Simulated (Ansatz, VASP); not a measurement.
# Cross-check of PtSe2 (Sudovikovite) between VASP and Ansatz, part 2 of 2

Aim: how closely do two programs agree when they are given the same cell, functional and k mesh?  The cell comes out of the VASP series on this material, whose earlier steps may have relaxed, scaled or displaced it; both programs get it as it stands.

VASP 6.6.1 and Ansatz 0.2.0.

So far: The structure; VASP: band structure, PBEsol; Ansatz: band structure, PBEsol; Side by side; Ansatz: band structure, PBEsol, spin-orbit coupling.

**6. VASP: band structure, PBEsol, spin-orbit coupling**

Level of this step: PBEsol, spin-orbit coupling; plane waves and PAW (Pt, Se) (VASP).

The same cell, functional, mesh and smearing now go to VASP, with its own data sets and cutoff.

The input, INCAR:

```
SYSTEM = PtSe2
PREC = Accurate
ENCUT = 400
EDIFF = 1E-06
NELM = 100
ISMEAR = 0
SIGMA = 0.05
LREAL = .FALSE.
ALGO = Normal
GGA = PS
LNONCOLLINEAR = .TRUE.
MAGMOM = 0 0 0 0 0 0 0 0 0
NBANDS = 34
GGA_COMPAT = .FALSE.
LASPH = .TRUE.
LSORBIT = .TRUE.
LMAXMIX = 4
LORBIT = 11
LWAVE = .FALSE.
LCHARG = .FALSE.
KPAR = 2
```

The input, POSCAR:

```
PtSe2
1.0
    3.7623581480      0.0000000000      0.0000000000
   -1.8811790741      3.2582977344      0.0000000000
    0.0000000000      0.0000000000      4.8320308740
Pt Se
1 2
Direct
    0.0000000000      0.0000000000      0.0000000000
    0.3333333333      0.6666666667      0.2624743904
    0.6666666667      0.3333333333      0.7375256096
```

The input, KPOINTS:

```
Automatic mesh
0
Gamma
7 7 5
0 0 0
```

The input, KPOINTS_OPT:

```
Line mode
16
Line-mode
Reciprocal
  0.00000000   0.00000000   0.00000000 GAMMA
  0.50000000   0.00000000   0.00000000 M

  0.50000000   0.00000000   0.00000000 M
  0.33333333   0.33333333   0.00000000 K

  0.33333333   0.33333333   0.00000000 K
  0.00000000   0.00000000   0.00000000 GAMMA

  0.00000000   0.00000000   0.00000000 GAMMA
  0.00000000   0.00000000   0.50000000 A

  0.00000000   0.00000000   0.50000000 A
  0.50000000   0.00000000   0.50000000 L

  0.50000000   0.00000000   0.50000000 L
  0.33333333   0.33333333   0.50000000 H

  0.33333333   0.33333333   0.50000000 H
  0.00000000   0.00000000   0.50000000 A

  0.50000000   0.00000000   0.50000000 L
  0.50000000   0.00000000   0.00000000 M

  0.33333333   0.33333333   0.00000000 K
  0.33333333   0.33333333   0.50000000 H
```

PAW data sets: Pt and Se (PBE family, release 64).

The run is started by

```sh
mpirun -np 2 vasp_ncl
```

Numbers of over 12 decimals in the logs are rounded to 6 here.

Log:

```text
[banner, memory and clock lines left out]
running    2 mpi-ranks, on    1 nodes
[...]
[... a notice as in an earlier step ...]

 LDA part: xc-table for (Slater+PW92), standard interpolation
 POSCAR, INCAR and KPOINTS ok, starting setup
[...]
entering main loop
       N       E                     dE             d eps       ncg     rms          rms(c)
DAV:   1     0.994797240075E+02    0.99480E+02   -0.84461E+03  2176   0.930E+02
DAV:   2    -0.111756001819E+02   -0.11066E+03   -0.10509E+03  2596   0.207E+02
DAV:   3    -0.170936903730E+02   -0.59181E+01   -0.58149E+01  2648   0.464E+01
DAV:   4    -0.171562910836E+02   -0.62601E-01   -0.62503E-01  2558   0.524E+00
[...]
DAV:  11    -0.163020766863E+02   -0.18371E-04   -0.36447E-04  2448   0.134E-01    0.347E-02
DAV:  12    -0.163020755161E+02    0.11701E-05   -0.16296E-05  2508   0.379E-02    0.169E-02
DAV:  13    -0.163020758456E+02   -0.32952E-06   -0.11875E-06  1732   0.775E-03
   1 F= -.16302076E+02 E0= -.16300888E+02  d E =-.237525E-02  mag=    -0.0000    -0.0000     0.0000
 Start KPOINTS_OPT (optional k-point list driver)
k-point batch [1-32\144]
       N       E                     dE             ncg
DAV:   1     0.414552261292E+04   -0.96284E+04     2200
DAV:   2     0.668932202709E+03   -0.34766E+04     2636
DAV:   3     0.498261273534E+03   -0.17067E+03     2538
DAV:   4     0.496619475851E+03   -0.16418E+01     2490
DAV:   5     0.496593322466E+03   -0.26153E-01     2576
DAV:   6     0.496592684282E+03   -0.63818E-03     2458
DAV:   7     0.496592663337E+03   -0.20945E-04     2474
DAV:   8     0.496592662703E+03   -0.63364E-06     1734
[...]
k-point batch [129-144\144]
       N       E                     dE             ncg
DAV:   1     0.117721928457E+05   -0.92059E+04     1120
DAV:   2     0.100620425943E+05   -0.17102E+04     1274
DAV:   3     0.998352838898E+04   -0.78514E+02     1342
DAV:   4     0.998279709695E+04   -0.73129E+00     1302
DAV:   5     0.998278578490E+04   -0.11312E-01     1272
DAV:   6     0.998278547318E+04   -0.31172E-03     1352
DAV:   7     0.998278546346E+04   -0.97155E-05     1266
DAV:   8     0.998278546318E+04   -0.28390E-06      972
```

Parts of OUTCAR (step 6):

```text
  Total        0.0344195      0.0344195      0.2629152     -0.0000000      0.0000000     -0.0000000
  in kB        0.9309667      0.9309667      7.1112457     -0.0000000      0.0000000     -0.0000000
  external PRESSURE =       2.9910597 kB  Pullay stress =       0.0000000 kB

 POSITION                                       TOTAL-FORCE (eV/Angst)
 -----------------------------------------------------------------------------------
      0.00000      0.00000      0.00000         0.000000      0.000000     -0.000000
     -0.00000      2.17220      1.26828        -0.000000     -0.000000      0.021137
      1.88118      1.08610      3.56375        -0.000000      0.000000     -0.021137
 -----------------------------------------------------------------------------------
    total drift:                               -0.000000      0.000000      0.000000

  FREE ENERGIE OF THE ION-ELECTRON SYSTEM (eV)
  ---------------------------------------------------
  free  energy   TOTEN  =       -16.3020758456 eV

  energy  without entropy=      -16.2997005964  energy(sigma->0) =      -16.30088822

 magnetization (x)
# of ion       s       p       d       tot
------------------------------------------
    1       -0.000   0.000   0.000   0.000
    2        0.000   0.000   0.000   0.000
    3        0.000   0.000   0.000   0.000
--------------------------------------------------
tot         -0.000   0.000   0.000   0.000

 magnetization (y)
# of ion       s       p       d       tot
------------------------------------------
    1        0.000   0.000   0.000   0.000
    2        0.000   0.000   0.000   0.000
    3        0.000   0.000   0.000   0.000
--------------------------------------------------
tot          0.000   0.000   0.000   0.000

 magnetization (z)
# of ion       s       p       d       tot
------------------------------------------
    1        0.000   0.000   0.000   0.000
    2        0.000   0.000   0.000   0.000
    3        0.000   0.000   0.000   0.000
--------------------------------------------------
tot          0.000   0.000   0.000   0.000

[... 1 part as in an earlier step ...]

[... 2 further parts left out ...]
[key lines of the parts left out:]
E-fermi :   6.7215
```

The run ends at a pressure of 0.30 GPa, with forces up to 0.021 eV/Å.

**7. Differences**

What differs besides the data sets and the points named for the pairs above, as far as they apply: spin-orbit coupling enters by fully relativistic files in Ansatz and inside the spheres in VASP; the data sets hold 50 valence electrons in Ansatz (fully relativistic PAW (standard-fr) files) and 22 in VASP. Total energies have different zeros and are not compared.

Compared:

```tsv
quantity	Ansatz	VASP	difference
pressure (GPa)	0.13	0.30	-0.17
```

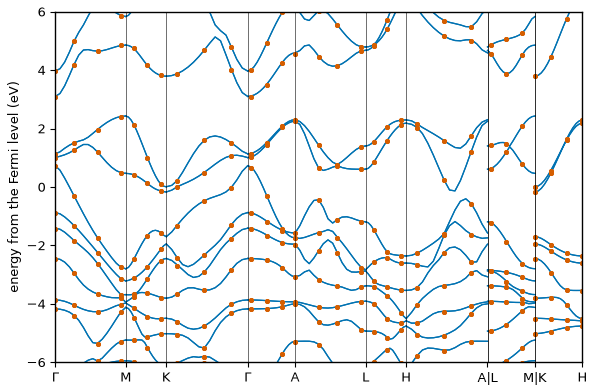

Bands from VASP (lines) and levels from Ansatz (dots). Dots without a line are higher empty bands that the VASP plot leaves out.

At this near-relaxed geometry the largest component of a force difference is 32 meV/Å. Levels from 3 eV below to 2 eV above the Fermi level differ by 13 meV r.m.s. and 36 meV at most; each VASP level is matched to the nearest of Ansatz, which flatters the figure a little. Ansatz's pressure holds a Pulay correction of 0.03 GPa; VASP's holds none.

**8. Further runs**

The difference is large enough to ask for its cause, so further runs change the set-up of one program at a time, as the table lists.

```tsv
run	r.m.s. force difference (meV/Å)
as above	15
cores kept as stored, as VASP does, whose cores stay as stored	13
Ansatz's larger PAW set (cutoff 900 eV)	16
norm-conserving potentials (cutoff 1170 eV)	8.4
```

**9. What came out**

```
r.m.s. difference of levels near the Fermi level (band structure, PBEsol) : 4 meV
r.m.s. force difference (band structure, PBEsol)                          : 7.8 meV/Å
r.m.s. force difference (band structure, PBEsol, spin-orbit coupling)     : 15 meV/Å
```

The r.m.s. force difference is 15 meV/Å (band structure, PBEsol, spin-orbit coupling), beyond the 12 meV/Å picked in this series as the mark of a large difference. For band structure, PBEsol, spin-orbit coupling: norm-conserving potentials (cutoff 1170 eV) cuts the r.m.s. force difference from 15 to 8.4 meV/Å; whether that points to the cause isn't shown, since only Ansatz's side was varied. 2 further runs on this material are not shown. How closely two codes agree says nothing of how well the functional describes the real material.

[Lines on the potential files, build, host, timing and source positions are cut from VASP's logs without a mark.]

[Logs are printed without paths, hosts, clocks, repeated set-up lines and the standing remarks that a program may print on its own settings, such as how far it seeks lower states.]

[Hosts, paths, dates, database ids (printed as entryN), source tags and the programs' standing remarks are cut or masked in the printed files.]
